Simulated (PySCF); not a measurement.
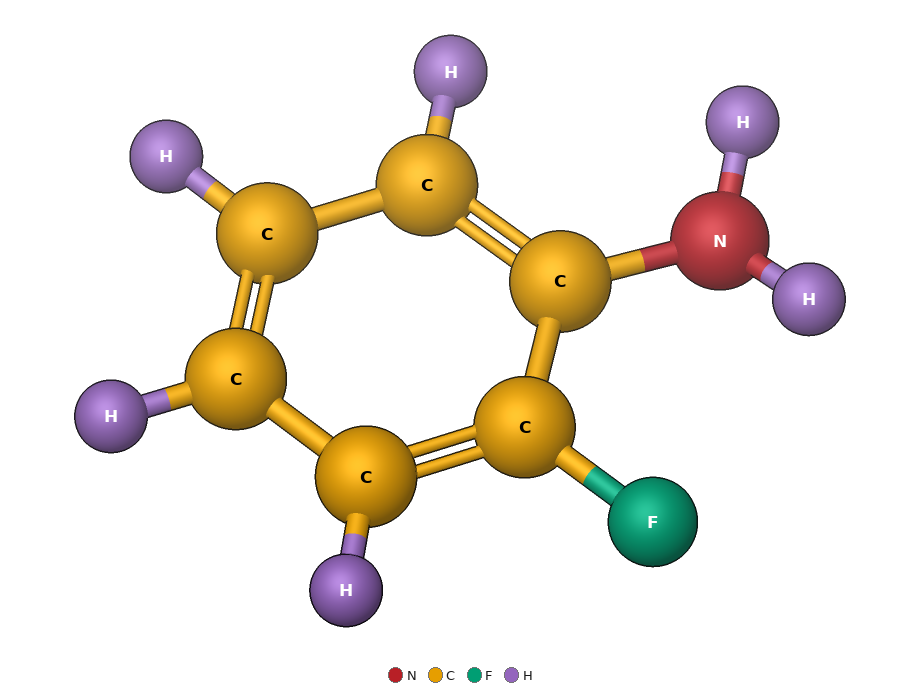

Double and triple bonds are drawn as two and three sticks.

The computed structure is the end point of a GFN2-xTB optimisation. No frequency run is at hand to confirm it as a minimum.

What is the molecular formula?

Answer. C6H6FN, 14 atoms: 6 carbon, 6 hydrogen, 1 fluorine and 1 nitrogen.

Describe its rings.

Answer. Independent rings (smallest set): 1 of 6 members, 1 of them aromatic.

Count the bonded pairs by element.

Answer. 6 C–C, 4 C–H, 2 N–H, 1 C–N, 1 C–F.

More results for the same structure follow; atom numbers are the same in all pictures, views and colours differ.

Geometry

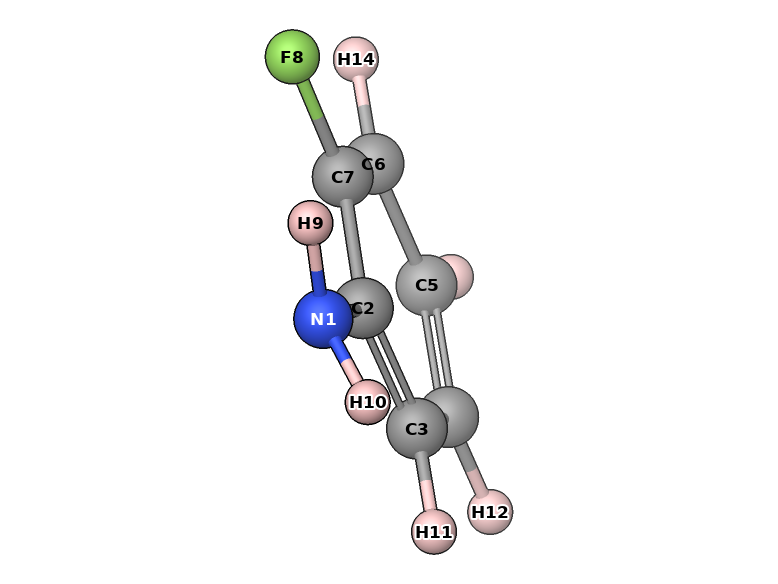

C2 lies behind N1. The molecule seen a little off the N1–C2 bond, N1 in front. Atoms fade into the background with distance from the viewer. No frequency run is at hand to confirm it as a minimum.

What is the torsion angle H9–N1–C2–C3? The sign is positive where the front bond must turn clockwise to cover the back bond.

Answer. 165°, antiperiplanar (anti).

Electronic properties

No frequency run is at hand to confirm it as a minimum. Level of theory: PBE0/pcSseg-1, gas phase (PySCF 2.14.0).

Computed properties:

- dipole moment: 1.79 D
- HOMO energy (Kohn–Sham orbital): −6.03 eV
- LUMO energy (Kohn–Sham orbital): −0.09 eV
- HOMO–LUMO gap: 5.94 eV

Ring current

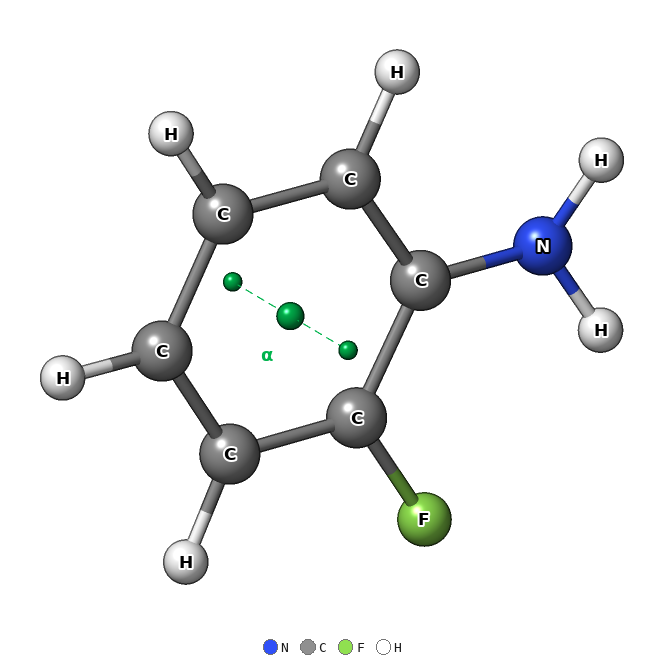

The small points mark where nucleus-independent chemical shifts (NICS) were computed: at the centre of each lettered ring and 1 Å above and below it. No frequency run is at hand to confirm it as a minimum. Properties computed with GIAO PBE0/pcSseg-1 NMR shielding, non-relativistic, gas phase (PySCF 2.14.0).

Give NICS(0), NICS(1) and the out-of-plane component NICS(1)zz for each ring (means of the two sides).

| ring | members | NICS(0) | NICS(1) | NICS(1)zz |
| --- | --- | --- | --- | --- |
| α | C6 | −10.3 | −10.7 | −25.3 |

Values in ppm.

What do the values say about the ring currents?

Answer. Ring α: diatropic, as in an aromatic ring. NICS is one index among several.

NMR shielding

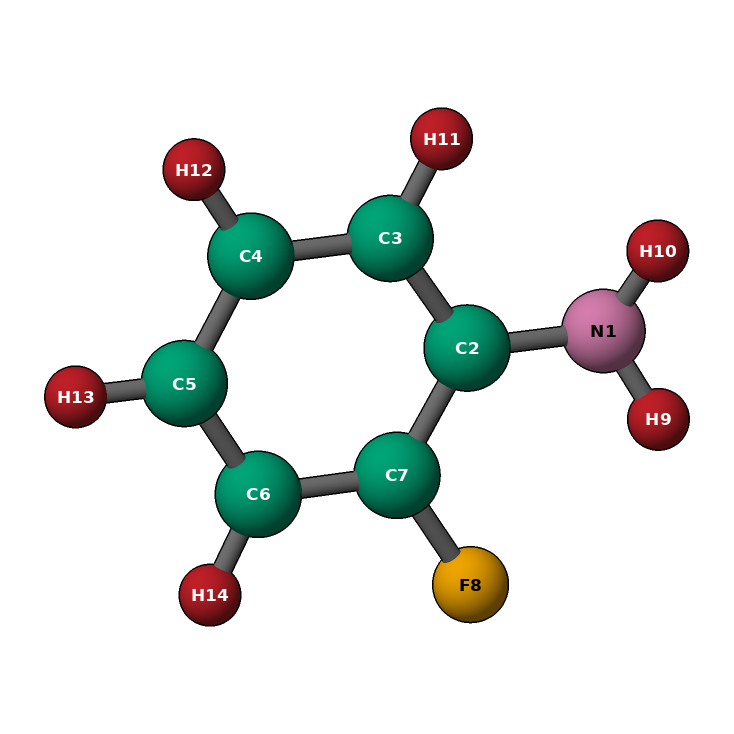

No frequency run is at hand to confirm it as a minimum. Level of theory: GIAO PBE0/pcSseg-1 NMR shielding, non-relativistic, gas phase (PySCF 2.14.0). Principal shieldings σ11 ≤ σ22 ≤ σ33, span Ω = σ33 − σ11, skew κ = 3(σiso − σ22)/Ω.

Give the shielding tensors of the F atoms.

```
atom    σ11    σ22    σ33   σiso      Ω     κ
  F8  257.8  314.7  399.9  324.2  142.1  0.20
```

Shieldings and span in ppm.
